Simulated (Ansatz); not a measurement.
# Dissociation curves of BH3 (borane)

BH3: 4 atoms, total charge 0, spin state singlet. SMILES: `B`. The shape is that of a PBE0-D4/def2-TZVP optimisation.

```xyz
4

B     0.0139   -0.0151   -0.0051
H     0.9822    0.3817    0.5688
H    -0.2762   -1.1718    0.0430
H    -0.6644    0.7449   -0.6269
```

The B1–H2 distance is scanned; the parts on either side stay rigid. Basis 6-31G(d), 1 core orbital frozen in the correlated methods; program Ansatz 0.2.0. FCI is exact within this basis and core. Energies in eV from each method's value at 1.193 Å; methods without a U are spin-restricted. The shape above is that at 1.193 Å.

```json
{"distance (Å)": "1.193", "PBE": "0.00", "revPBE": "0.00", "B3LYP": "0.00", "BHLYP": "0.00", "wB97X": "0.00", "MP2": "0.00", "FCI": "0.00"}
{"distance (Å)": "1.492", "PBE": "0.62", "revPBE": "0.61", "B3LYP": "0.69", "BHLYP": "0.76", "wB97X": "0.69", "MP2": "0.73", "FCI": "0.67"}
{"distance (Å)": "1.790", "PBE": "1.74", "revPBE": "1.72", "B3LYP": "1.86", "BHLYP": "2.01", "wB97X": "1.91", "MP2": "1.97", "FCI": "1.78"}
{"distance (Å)": "2.387", "PBE": "3.71", "revPBE": "3.68", "B3LYP": "3.94", "BHLYP": "4.28", "wB97X": "4.18", "MP2": "4.16", "FCI": "3.51"}
{"distance (Å)": "2.984", "PBE": "4.98", "revPBE": "4.93", "B3LYP": "5.32", "BHLYP": "5.86", "wB97X": "5.86", "MP2": "5.55", "FCI": "4.25"}
```

Departure from the FCI curve at its largest: PBE +0.73 eV at 2.98 Å; revPBE +0.68 eV at 2.98 Å; B3LYP +1.07 eV at 2.98 Å; BHLYP +1.61 eV at 2.98 Å; wB97X +1.61 eV at 2.98 Å; MP2 +1.30 eV at 2.98 Å. Restricted functionals keep the electrons paired too, and rise too high.

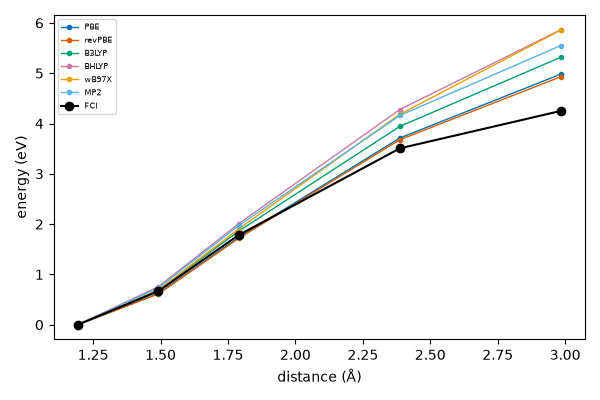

The curves of the table.
